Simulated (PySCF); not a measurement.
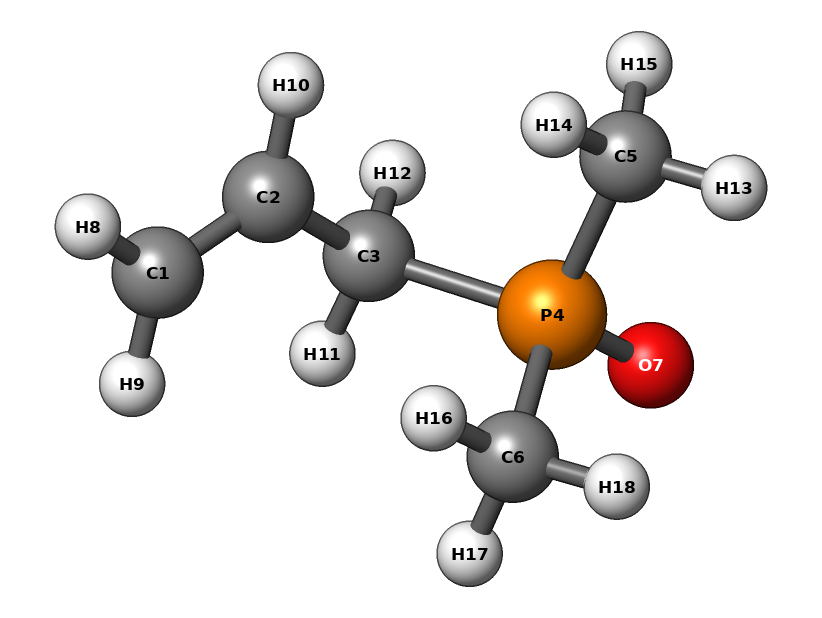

Every bond is drawn as one stick. The computed structure is the end point of a GFN2-xTB optimisation. No frequency run is at hand to confirm it as a minimum. Computed with PBE0/pcSseg-1 (PySCF 2.14.0).

Which bond between heavy atoms has the highest Mayer bond order?

Answer. C1–C2, 1.96, at a length of 1.321 Å.

List the Mayer bond orders of C1–C2, C2–C3, C3–P4, P4–C5, P4–C6, P4–O7 (bonds between heavy atoms, one of each equivalent set).

```csv
bond,Mayer order,length (Å)
C1–C2,1.96,1.321
C2–C3,1.01,1.485
C3–P4,0.89,1.850
P4–C5,0.94,1.833
P4–C6,0.95,1.832
P4–O7,1.86,1.469
```

The geometry is semi-empirical. Around P such bond lengths and angles can be off by a tenth of an ångström or more and by several degrees, and values that hang on the shape move with them.
